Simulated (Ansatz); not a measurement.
## Geometry relaxation of CH₈OSi (part 1 of 2)

- system: CH₈OSi
- method: RHF/6-31G* (Ansatz 0.2.0)

It belongs to a series of runs on one base structure; here: end point B relaxed.

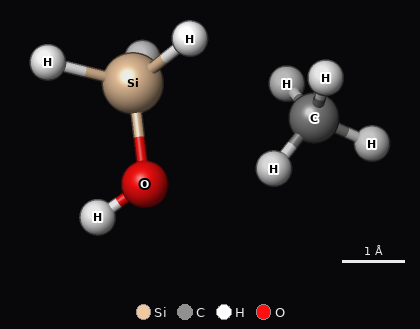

**Figure 1.** The starting structure (ball-and-stick view, seen at a tilt).

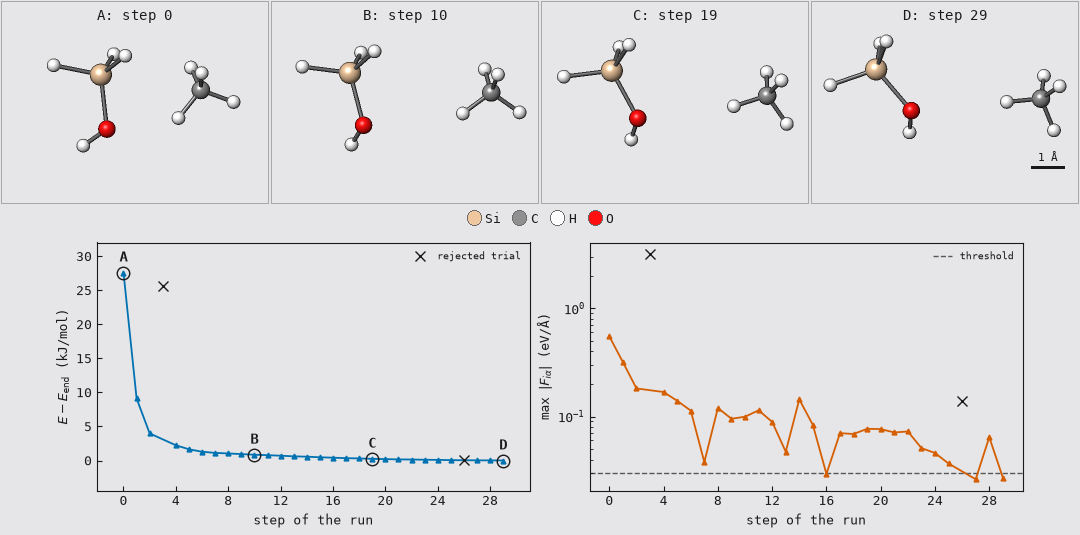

**Figure 2.** Frames of the relaxation (ball-and-stick view, seen at a tilt) above the curves, on which the letters mark them (the first geometry is step 0 here and step 1 in the log).

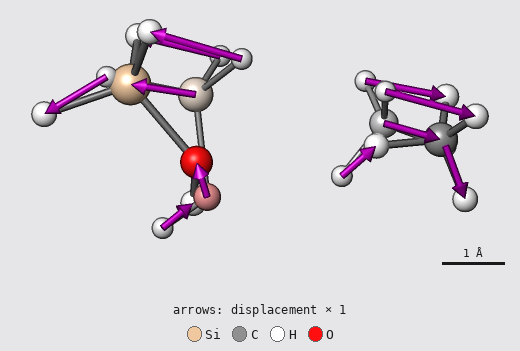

**Figure 3.** Start (faint) and end (solid) with the displacements as pink arrows, at true length (ball-and-stick view, seen at a tilt). The two geometries are laid on each other by the best rigid fit. The energy falls by 27.6 kJ/mol in 29 geometry steps. Largest force component: 0.55 eV/Å at the start, 0.027 eV/Å at the end. The line search rejected the trial steps at points 3, 26 (counted from 0) and went back. The largest move after the best rigid fit is that of H6, 1.56 Å. Largest moves by element: H 1.56 Å, Si 1.08 Å, C 0.96 Å, O 0.61 Å. Among the contacts that change: Si1–O9 1.666 → 1.650 Å, C2–H11 1.093 → 1.084 Å, Si1–H8 1.469 → 1.477 Å, Si1–H6 1.463 → 1.469 Å. Among the angles that change: H7–Si1–O9 107.6° → 111.3°, H6–Si1–O9 109.9° → 106.9°, Si1–O9–H10 116.6° → 118.9°. (Atoms are counted from 1 in the order of the input.)

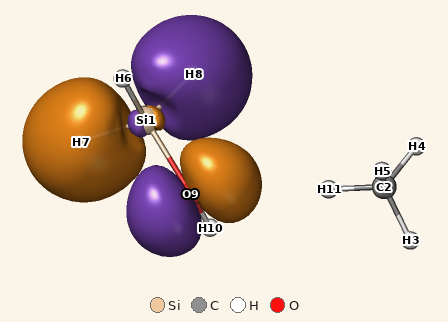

**Figure 4.** The HOMO at ±0.1 Å⁻³ᐟ² (orange and purple are the two phases), seen at a tilt. It lies mainly on Si1 (30 %), O9 (25 %), H7 (20 %) and H8 (20 %). Its energy is −12.39 eV.

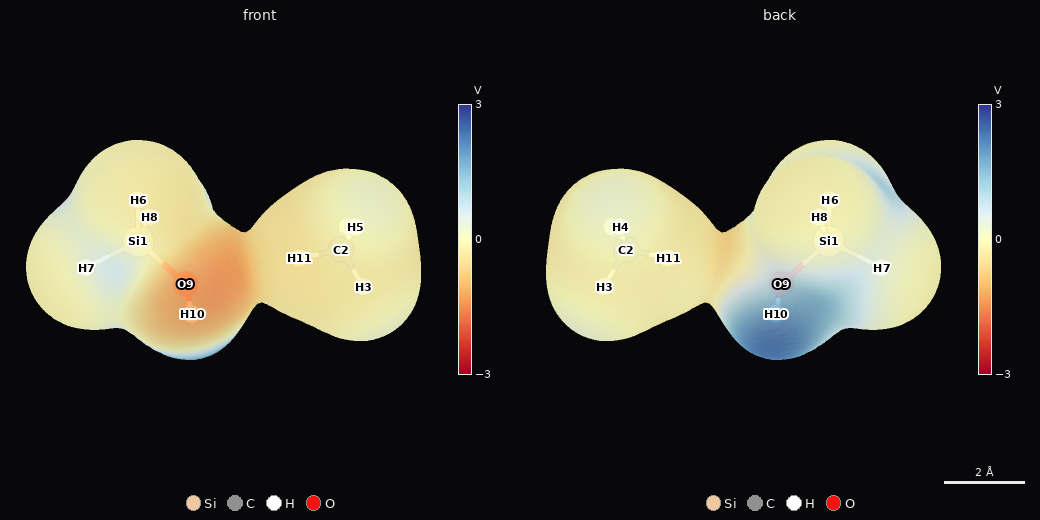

**Figure 5.** The electrostatic potential painted on the density surface at 0.001 e/bohr³, seen face on and from behind; red is negative and blue positive. A positive charge is drawn to the negative regions and a negative charge to the positive ones.

These pictures come from the run below.

Input file:
```yaml
crystal:
  periodic: [false, false, false]
  atoms:
    - { symbol: Si, position_ang: [-0.402946, 0.274606, -0.380357] }
    - { symbol: C, position_ang: [-0.140489, -0.261791, 2.654736] }
    - { symbol: H, position_ang: [-0.275342, -0.537732, 3.695987] }
    - { symbol: H, position_ang: [0.333099, -1.087071, 2.140284] }
    - { symbol: H, position_ang: [0.491398, 0.616626, 2.608511] }
    - { symbol: H, position_ang: [0.488366, 1.240566, 0.261411] }
    - { symbol: H, position_ang: [-0.454453, 0.570399, -1.827467] }
    - { symbol: H, position_ang: [0.117612, -1.09212, -0.240584] }
    - { symbol: O, position_ang: [-1.947121, 0.439284, 0.223003] }
    - { symbol: H, position_ang: [-2.655848, 0.225076, -0.364944] }
    - { symbol: H, position_ang: [-1.118778, -0.035842, 2.221722] }
basis:
  gaussian: { orbitals: "6-31G*" }
hamiltonian:
  xc: hf
relax:
  f_tol: 0.03
  max_steps: 50
output:
  orbitals: {}
```

Launch command:
```bash
ansatz run input.yaml --threads 1 --pin off --max-ram 2048MiB --backend cpu --events-out ev --progress --plain --runs-dir out
```

Output:
```
The last accepted step is kept in [file] (removed where the run ends without a failure and the disk answers)
Engine: ansatz 0.2.0, x86_64-unknown-linux-gnu
Functional definition: HF
  exchange = exact_x
  correlation = 0
744 factors; integrals over basis functions are off by at most 6.9e-4 eV
mean field evaluation 1: about -11053.6566 eV, gradient 3.5e1 eV
mean field evaluation 2: about -11053.7086 eV, gradient 3.5e1 eV
mean field evaluation 4: about -11056.3874 eV, gradient 3.1e0 eV
mean field evaluation 8: about -11056.4177 eV, gradient 4.8e-5 eV
mean field -11056.41774357 eV, -406.3158577671 hartree, gradient 1.1e-5 eV, S^2 0.000000; 0 other end points of the search recorded, 0 dependent functions left out
the calculation of the forces begins
reference -11056.41774357 eV, -406.3158577671 hartree; 18, 18 occupied and 47, 47 virtual orbitals, 744 factors
relax step   1: F+E_penalty+E_count = -11056.41774357 eV  Δ(F+E_penalty+E_count) = +0.000e0 eV  max|allowed force component| = 5.511e-1 eV/Å  Δτ_max = 0.0000 Å  (31 SCF iters, accepted)
these checks for a lower state are left out or cut short: starts, cluster_reference, orbital_swaps, neighbouring_geometries, increment
744 factors; integrals over basis functions are off by at most 7.0e-4 eV
mean field evaluation 16: about -11056.6094 eV, gradient 8.4e-4 eV
mean field -11056.60936196 eV, -406.3228996129 hartree, gradient 2.4e-5 eV, S^2 0.000000; 0 other end points of the search recorded, 0 dependent functions left out
[... from here on the field's lines of each further geometry are left out, up to the last ...]
relax step   2: F+E_penalty+E_count = -11056.60936196 eV  Δ(F+E_penalty+E_count) = -1.916e-1 eV  max|allowed force component| = 3.186e-1 eV/Å  Δτ_max = 0.1905 Å  (29 SCF iters, accepted)
relax step   3: F+E_penalty+E_count = -11056.66263530 eV  Δ(F+E_penalty+E_count) = -5.327e-2 eV  max|allowed force component| = 1.819e-1 eV/Å  Δτ_max = 0.2000 Å  (30 SCF iters, accepted)
relax step   4: F+E_penalty+E_count = -11056.43769350 eV  Δ(F+E_penalty+E_count) = +2.249e-1 eV  max|allowed force component| = 3.209e0 eV/Å  Δτ_max = 0.2000 Å  (29 SCF iters, rejected (line search))
relax step   5: F+E_penalty+E_count = -11056.68067786 eV  Δ(F+E_penalty+E_count) = -1.804e-2 eV  max|allowed force component| = 1.686e-1 eV/Å  Δτ_max = 0.0961 Å  (30 SCF iters, accepted)
relax step   6: F+E_penalty+E_count = -11056.68678032 eV  Δ(F+E_penalty+E_count) = -6.102e-3 eV  max|allowed force component| = 1.397e-1 eV/Å  Δτ_max = 0.0999 Å  (30 SCF iters, accepted)
relax step   7: F+E_penalty+E_count = -11056.69053379 eV  Δ(F+E_penalty+E_count) = -3.753e-3 eV  max|allowed force component| = 1.135e-1 eV/Å  Δτ_max = 0.1463 Å  (30 SCF iters, accepted)
relax step   8: F+E_penalty+E_count = -11056.69230112 eV  Δ(F+E_penalty+E_count) = -1.767e-3 eV  max|allowed force component| = 3.787e-2 eV/Å  Δτ_max = 0.0604 Å  (30 SCF iters, accepted)
relax step   9: F+E_penalty+E_count = -11056.69312505 eV  Δ(F+E_penalty+E_count) = -8.239e-4 eV  max|allowed force component| = 1.199e-1 eV/Å  Δτ_max = 0.0843 Å  (29 SCF iters, accepted)
relax step  10: F+E_penalty+E_count = -11056.69411307 eV  Δ(F+E_penalty+E_count) = -9.880e-4 eV  max|allowed force component| = 9.536e-2 eV/Å  Δτ_max = 0.0511 Å  (29 SCF iters, accepted)
relax step  11: F+E_penalty+E_count = -11056.69507802 eV  Δ(F+E_penalty+E_count) = -9.650e-4 eV  max|allowed force component| = 9.954e-2 eV/Å  Δτ_max = 0.0623 Å  (29 SCF iters, accepted)
relax step  12: F+E_penalty+E_count = -11056.69575739 eV  Δ(F+E_penalty+E_count) = -6.794e-4 eV  max|allowed force component| = 1.142e-1 eV/Å  Δτ_max = 0.0556 Å  (29 SCF iters, accepted)
relax step  13: F+E_penalty+E_count = -11056.69655213 eV  Δ(F+E_penalty+E_count) = -7.947e-4 eV  max|allowed force component| = 8.919e-2 eV/Å  Δτ_max = 0.0348 Å  (29 SCF iters, accepted)
relax step  14: F+E_penalty+E_count = -11056.69750703 eV  Δ(F+E_penalty+E_count) = -9.549e-4 eV  max|allowed force component| = 4.723e-2 eV/Å  Δτ_max = 0.0533 Å  (29 SCF iters, accepted)
relax step  15: F+E_penalty+E_count = -11056.69806585 eV  Δ(F+E_penalty+E_count) = -5.588e-4 eV  max|allowed force component| = 1.442e-1 eV/Å  Δτ_max = 0.1455 Å  (29 SCF iters, accepted)
relax step  16: F+E_penalty+E_count = -11056.69895913 eV  Δ(F+E_penalty+E_count) = -8.933e-4 eV  max|allowed force component| = 8.358e-2 eV/Å  Δτ_max = 0.0138 Å  (24 SCF iters, accepted)
relax step  17: F+E_penalty+E_count = -11056.69957036 eV  Δ(F+E_penalty+E_count) = -6.112e-4 eV  max|allowed force component| = 2.943e-2 eV/Å  Δτ_max = 0.0331 Å  (30 SCF iters, accepted)
relax step  18: F+E_penalty+E_count = -11056.70029959 eV  Δ(F+E_penalty+E_count) = -7.292e-4 eV  max|allowed force component| = 7.017e-2 eV/Å  Δτ_max = 0.1117 Å  (29 SCF iters, accepted)
relax step  19: F+E_penalty+E_count = -11056.70071221 eV  Δ(F+E_penalty+E_count) = -4.126e-4 eV  max|allowed force component| = 6.892e-2 eV/Å  Δτ_max = 0.0468 Å  (30 SCF iters, accepted)
relax step  20: F+E_penalty+E_count = -11056.70131026 eV  Δ(F+E_penalty+E_count) = -5.980e-4 eV  max|allowed force component| = 7.694e-2 eV/Å  Δτ_max = 0.0701 Å  (30 SCF iters, accepted)
relax step  21: F+E_penalty+E_count = -11056.70172992 eV  Δ(F+E_penalty+E_count) = -4.197e-4 eV  max|allowed force component| = 7.650e-2 eV/Å  Δτ_max = 0.0501 Å  (30 SCF iters, accepted)
relax step  22: F+E_penalty+E_count = -11056.70218995 eV  Δ(F+E_penalty+E_count) = -4.600e-4 eV  max|allowed force component| = 7.121e-2 eV/Å  Δτ_max = 0.0570 Å  (30 SCF iters, accepted)
relax step  23: F+E_penalty+E_count = -11056.70236007 eV  Δ(F+E_penalty+E_count) = -1.701e-4 eV  max|allowed force component| = 7.273e-2 eV/Å  Δτ_max = 0.0677 Å  (29 SCF iters, accepted)
relax step  24: F+E_penalty+E_count = -11056.70271735 eV  Δ(F+E_penalty+E_count) = -3.573e-4 eV  max|allowed force component| = 5.105e-2 eV/Å  Δτ_max = 0.0103 Å  (23 SCF iters, accepted)
relax step  25: F+E_penalty+E_count = -11056.70293115 eV  Δ(F+E_penalty+E_count) = -2.138e-4 eV  max|allowed force component| = 4.597e-2 eV/Å  Δτ_max = 0.0173 Å  (24 SCF iters, accepted)
relax step  26: F+E_penalty+E_count = -11056.70330056 eV  Δ(F+E_penalty+E_count) = -3.694e-4 eV  max|allowed force component| = 3.676e-2 eV/Å  Δτ_max = 0.0657 Å  (30 SCF iters, accepted)
relax step  27: F+E_penalty+E_count = -11056.70263883 eV  Δ(F+E_penalty+E_count) = +6.617e-4 eV  max|allowed force component| = 1.378e-1 eV/Å  Δτ_max = 0.1479 Å  (29 SCF iters, rejected (line search))
relax step  28: F+E_penalty+E_count = -11056.70361642 eV  Δ(F+E_penalty+E_count) = -3.159e-4 eV  max|allowed force component| = 2.624e-2 eV/Å  Δτ_max = 0.0722 Å  (29 SCF iters, accepted)
relax step  29: F+E_penalty+E_count = -11056.70366121 eV  Δ(F+E_penalty+E_count) = -4.478e-5 eV  max|allowed force component| = 6.440e-2 eV/Å  Δτ_max = 0.0714 Å  (29 SCF iters, accepted)
the calculation of the forces begins
reference -11056.70387202 eV, -406.3263727935 hartree; 18, 18 occupied and 47, 47 virtual orbitals, 744 factors
relax step  30: F+E_penalty+E_count = -11056.70387202 eV  Δ(F+E_penalty+E_count) = -2.108e-4 eV  max|allowed force component| = 2.725e-2 eV/Å  Δτ_max = 0.0055 Å  (23 SCF iters, accepted)
744 factors; integrals over basis functions are off by at most 6.3e-4 eV
mean field -11056.70387202 eV, -406.3263727935 hartree, gradient 1.8e-5 eV, S^2 0.000000; 1 other end points of the search recorded, 0 dependent functions left out
the calculation of the forces begins
reference -11056.70387202 eV, -406.3263727935 hartree; 18, 18 occupied and 47, 47 virtual orbitals, 744 factors
Total energy: -11056.70387202 eV, -406.3263727935 hartree
Atom 0 at    -0.520146     0.484391    -1.431402 Å, force    -0.017803     0.011863     0.010977 eV/Å
Atom 1 at    -0.144240    -0.416613     3.597411 Å, force    -0.009623     0.004357     0.000030 eV/Å
Atom 2 at    -1.007439    -0.628733     4.218971 Å, force     0.013573     0.003598    -0.010132 eV/Å
Atom 3 at     0.420466    -1.329203     3.443005 Å, force    -0.003302     0.001702     0.000246 eV/Å
Atom 4 at     0.484087     0.314312     4.093652 Å, force    -0.007267    -0.004536    -0.004693 eV/Å
Atom 5 at     0.540265     1.491025    -1.288746 Å, force    -0.006886    -0.006972    -0.000412 eV/Å
Atom 6 at    -1.326713     0.775487    -2.635392 Å, force     0.009278    -0.004543     0.014847 eV/Å
Atom 7 at     0.079934    -0.854224    -1.604691 Å, force    -0.000791     0.002194    -0.001158 eV/Å
Atom 8 at    -1.438290     0.559598    -0.062952 Å, force     0.005199    -0.012652    -0.027253 eV/Å
Atom 9 at    -2.181868    -0.020041     0.020861 Å, force     0.011477     0.010102     0.002577 eV/Å
Atom 10 at    -0.470559    -0.023998     2.641584 Å, force     0.006144    -0.005111     0.014972 eV/Å
Dipole moment:    -0.179701    -0.217611    -0.162742 e Å
```

Trajectory as extended XYZ (Å, eV, eV/Å), 30 frames, from step=1 to step=30:
```
11
Properties=species:S:1:pos:R:3:forces:R:3 step=1 energy=-11056.41774
Si   -0.4029    0.2746   -0.3804   -0.5219   0.1595  -0.5511
C    -0.1405   -0.2618    2.6547   -0.3884   0.0679   0.5329
H    -0.2753   -0.5377    3.6960    0.0138   0.0014  -0.0030
H     0.3331   -1.0871    2.1403   -0.0074   0.0004  -0.0075
H     0.4914    0.6166    2.6085    0.0221  -0.0408   0.0220
H     0.4884    1.2406    0.2614   -0.0042   0.0185   0.0264
H    -0.4545    0.5704   -1.8275    0.0320   0.0067  -0.0604
H     0.1176   -1.0921   -0.2406    0.0110  -0.0250   0.0098
O    -1.9471    0.4393    0.2230    0.4060  -0.0074  -0.2140
H    -2.6558    0.2251   -0.3649   -0.0599   0.0035  -0.0480
H    -1.1188   -0.0358    2.2217    0.4968  -0.1846   0.2928
11
Properties=species:S:1:pos:R:3:forces:R:3 step=2 energy=-11056.60936
Si   -0.4303    0.3073   -0.5660   -0.2944   0.0261   0.2141
C    -0.1177   -0.2922    2.8382   -0.1043   0.0234   0.0816
H    -0.2486   -0.5693    3.8762    0.0362  -0.0068   0.0778
H     0.3512   -1.1105    2.3063    0.0152  -0.0381   0.0086
H     0.5110    0.5874    2.7724    0.0250   0.0049   0.0521
H     0.4658    1.2512    0.1094    0.0014   0.0696  -0.0431
H    -0.4874    0.6044   -2.0087    0.0045   0.0028  -0.0795
H     0.1010   -1.0540   -0.3825   -0.0119  -0.0416  -0.1002
O    -1.9450    0.4644    0.0999    0.2831  -0.0013  -0.3186
H    -2.6794    0.2391   -0.4534   -0.0295  -0.0029   0.0553
H    -1.0851   -0.0756    2.4005    0.0747  -0.0360   0.0521
11
Properties=species:S:1:pos:R:3:forces:R:3 step=3 energy=-11056.66264
Si   -0.4548    0.3376   -0.6930   -0.1521   0.0360  -0.1358
C    -0.0872   -0.3232    3.0000   -0.0108  -0.0331  -0.0145
H    -0.2607   -0.5857    4.0379   -0.0013   0.0075  -0.0284
H     0.4005   -1.1510    2.4958   -0.0063   0.0080   0.0420
H     0.5512    0.5513    2.9502   -0.0065   0.0033   0.0230
H     0.4374    1.3111   -0.0464    0.0126  -0.1155   0.0289
H    -0.5145    0.6190   -2.1419   -0.0036   0.0440  -0.0394
H     0.0531   -1.0424   -0.5555    0.0437   0.0702   0.0996
O    -1.9563    0.5113   -0.0239   -0.0337  -0.0507  -0.1819
H    -2.7020    0.2341   -0.5421    0.1201   0.0337   0.1403
H    -1.0311   -0.1101    2.5111    0.0378  -0.0035   0.0662
11
Properties=species:S:1:pos:R:3:forces:R:3 step=4 energy=-11056.43769 accepted=F
Si   -0.5465    0.3577   -0.8566    0.8230   0.2268   0.8664
C    -0.0484   -0.3298    3.0997   -0.2255   0.1836   0.5883
H    -0.2108   -0.5931    4.1435    0.0758   0.0212  -0.1153
H     0.4147   -1.1596    2.5971    0.1165  -0.1988  -0.2246
H     0.5900    0.5426    3.0522    0.0683   0.0084  -0.0514
H     0.3553    1.1420   -0.0657    0.5260   0.7587   0.3132
H    -0.4021    0.7447   -2.2468   -0.2969   0.0115  -0.5860
H    -0.0298   -0.9852   -0.6433   -0.2486  -0.7092  -0.2856
O    -2.0195    0.6123   -0.1846    2.4028   1.7287   1.0161
H    -2.6616    0.1170   -0.5591   -3.2088  -2.0091  -1.3556
H    -1.0058   -0.0966    2.6559   -0.0328  -0.0217  -0.1655
11
Properties=species:S:1:pos:R:3:forces:R:3 step=5 energy=-11056.68068
Si   -0.4757    0.3612   -0.7838    0.1100   0.0058   0.0838
C    -0.0748   -0.3376    3.0809    0.0444  -0.0371   0.0027
H    -0.2521   -0.5953    4.1198    0.0034   0.0078  -0.0430
H     0.4009   -1.1725    2.5770   -0.0016   0.0077   0.0438
H     0.5749    0.5288    3.0285   -0.0109  -0.0054   0.0206
H     0.4272    1.3039   -0.1135    0.0381   0.0073  -0.0020
H    -0.5152    0.6498   -2.2294   -0.0326   0.0192  -0.0675
H     0.0323   -1.0152   -0.6175   -0.0148   0.0019  -0.0084
O    -1.9625    0.5543   -0.0999   -0.1438  -0.0659  -0.1686
H    -2.7056    0.1881   -0.5617    0.0373   0.0403   0.1195
H    -1.0140   -0.1135    2.5920   -0.0296   0.0183   0.0190
11
Properties=species:S:1:pos:R:3:forces:R:3 step=6 energy=-11056.68678
Si   -0.4902    0.3756   -0.8468    0.0814   0.0027   0.0638
C    -0.0583   -0.3476    3.1501    0.0217  -0.0088   0.0014
H    -0.2675   -0.6083    4.1825    0.0007   0.0128  -0.0512
H     0.4152   -1.1879    2.6540   -0.0011   0.0028   0.0281
H     0.6076    0.5077    3.1205   -0.0079  -0.0129   0.0189
H     0.4163    1.3095   -0.1707    0.0377   0.0246   0.0085
H    -0.5269    0.6715   -2.2916   -0.0265   0.0162  -0.0534
H     0.0121   -1.0032   -0.6866   -0.0127  -0.0143  -0.0063
O    -1.9763    0.5703   -0.1615   -0.1203  -0.0724  -0.1397
H    -2.7158    0.1660   -0.5961    0.0395   0.0472   0.1068
H    -0.9807   -0.1016    2.6383   -0.0127   0.0021   0.0232
11
Properties=species:S:1:pos:R:3:forces:R:3 step=7 energy=-11056.69053
Si   -0.4742    0.3878   -0.9026   -0.0060   0.0372   0.0081
C    -0.0808   -0.3481    3.1751   -0.0201  -0.0130   0.0423
H    -0.2863   -0.6135    4.2044    0.0047  -0.0173   0.0575
H     0.4207   -1.1750    2.6862    0.0098  -0.0054  -0.0200
H     0.5558    0.5279    3.1513    0.0115   0.0147  -0.0159
H     0.4792    1.2908   -0.2451    0.0050   0.0064  -0.0183
H    -0.5616    0.7104   -2.3435    0.0000  -0.0060   0.0351
H    -0.0033   -1.0059   -0.7820    0.0026  -0.0225  -0.0117
O    -1.9269    0.6009   -0.1517   -0.1135  -0.0962  -0.0920
H    -2.6749    0.1099   -0.4674    0.1071   0.0835   0.0647
H    -1.0123   -0.1334    2.6676   -0.0010   0.0187  -0.0501
11
Properties=species:S:1:pos:R:3:forces:R:3 step=8 energy=-11056.69230
Si   -0.4792    0.3935   -0.9242   -0.0104  -0.0325  -0.0319
C    -0.0767   -0.3513    3.2008    0.0161   0.0037  -0.0080
H    -0.3198   -0.6259    4.2210   -0.0035   0.0050  -0.0123
H     0.4263   -1.1803    2.7151   -0.0054   0.0053   0.0123
H     0.5778    0.5130    3.2055   -0.0056  -0.0134   0.0115
H     0.4786    1.3027   -0.2821   -0.0145   0.0013   0.0119
H    -0.5792    0.7131   -2.3625    0.0036   0.0065  -0.0181
H    -0.0014   -1.0004   -0.8103   -0.0031   0.0150   0.0074
O    -1.9294    0.5985   -0.1688    0.0298   0.0296   0.0379
H    -2.6776    0.0998   -0.4619   -0.0082  -0.0187  -0.0167
H    -0.9838   -0.1107    2.6596    0.0012  -0.0018   0.0059
```
